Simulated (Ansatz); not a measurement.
**C2H8BClSi: one species, many methods**

Aim: compute C2H8BClSi with functionals from several rungs and with coupled cluster, and see how far each lands from CCSD(T) at the basis-set limit for the atomisation energy.

Program: Ansatz 0.2.0, Gaussian basis. Level of theory: functionals in def2-TZVPP, the program's frozen cores in correlated methods. These are calculated values, not measurements.

Levels to be run: PBE-D4, r2SCAN-D4, PBE0-D4, B3LYP-D4, ωB97X-V, ωB97M-V, B2PLYP; CCSD(T)/def2-TZVPP; MP2/def2-QZVPP; extrapolation to the limit.

### 1 The geometry

An earlier PBE0-D4 in a triple-zeta def2 set relaxation fixed the geometry.

SMILES `BCC[SiH2]Cl`, 13 atoms, charge 0, spin multiplicity 1.

Atoms are counted from 1 here; the program's logs count them from 0.

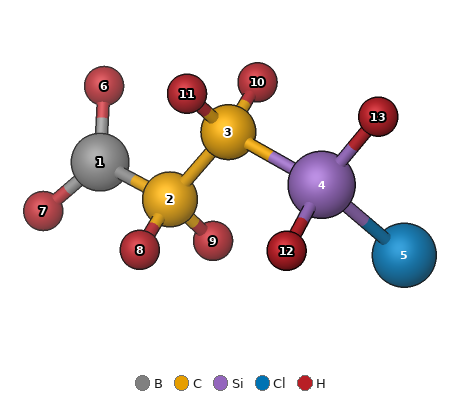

The geometry (boron grey, carbon amber, silicon purple, chlorine blue, hydrogen red); atoms are numbered from 1 in the order of the file.

### 2 PBE-D4 (GGA)

in.yaml

```yaml
crystal:
  periodic: [false, false, false]
  atoms:
    - {symbol: B, position_ang: [-0.511062, 1.945379, 1.079232]}
    - {symbol: C, position_ang: [-0.617385, 0.610933, 0.299756]}
    - {symbol: C, position_ang: [0.613670, -0.295930, 0.239249]}
    - {symbol: Si, position_ang: [0.451662, -1.728765, -0.941696]}
    - {symbol: Cl, position_ang: [0.102280, -0.998740, -2.841539]}
    - {symbol: H, position_ang: [0.554118, 2.410194, 1.374759]}
    - {symbol: H, position_ang: [-1.503032, 2.563649, 1.341695]}
    - {symbol: H, position_ang: [-1.518594, 0.052818, 0.581508]}
    - {symbol: H, position_ang: [-0.864011, 0.976322, -0.717713]}
    - {symbol: H, position_ang: [1.501481, 0.282012, -0.038444]}
    - {symbol: H, position_ang: [0.828476, -0.714578, 1.230228]}
    - {symbol: H, position_ang: [-0.705029, -2.590929, -0.590894]}
    - {symbol: H, position_ang: [1.687928, -2.547265, -1.001342]}
basis:
  gaussian: {orbitals: def2-TZVPP}
hamiltonian: {xc: pbe, dispersion: d4}
output: {forces: true, orbitals: {seedname: orbitals}}
```

Launch:

```
> ansatz run in.yaml --threads 4 --pin off --events-out ev --progress --plain --max-ram 10444MiB
```

After this run come: r2SCAN-D4 (meta-GGA); PBE0-D4 (hybrid); B3LYP-D4 (hybrid); ωB97X-V (range-separated); ωB97M-V (range-separated); B2PLYP (double hybrid); CCSD(T) in def2-TZVPP; MP2 in def2-QZVPP.

Q: Predict the results of all the runs planned. Wanted: atomisation energy, CCSD(T)/CBS; farthest; mean size of error, hybrid; mean size of error, range-separated; gap, smallest and largest; T1 diagnostic; triples share of the correlation energy.

**Answer**, as computed:

```
                               quantity                                 value
        atomisation energy, CCSD(T)/CBS                         4627.1 kJ/mol
 functionals within 23.1 kJ/mol (0.5 %)                     PBE0-D4, B3LYP-D4
                               farthest                 PBE-D4 (+44.6 kJ/mol)
             mean size of error, hybrid                           12.9 kJ/mol
    mean size of error, range-separated                           27.4 kJ/mol
              gap, smallest and largest  4.52 eV (PBE-D4), 11.40 eV (ωB97X-V)
                          T1 diagnostic                                0.0095
triples share of the correlation energy                                 3.7 %
```

PBE-D4 misses by +44.6 kJ/mol. Double hybrids carry the basis error of their MP2 part in triple zeta, and no dispersion term here, so their miss is partly the set-up's. The reference freezes the cores and leaves out relativity and excitations past (T), so misses under about 23.1 kJ/mol can't be ranked. Hartree-Fock recovers 78 % of the binding; the rest is correlation. The gap grows from 4.5 to 11.4 eV across the functionals, mostly with the share of exact exchange.
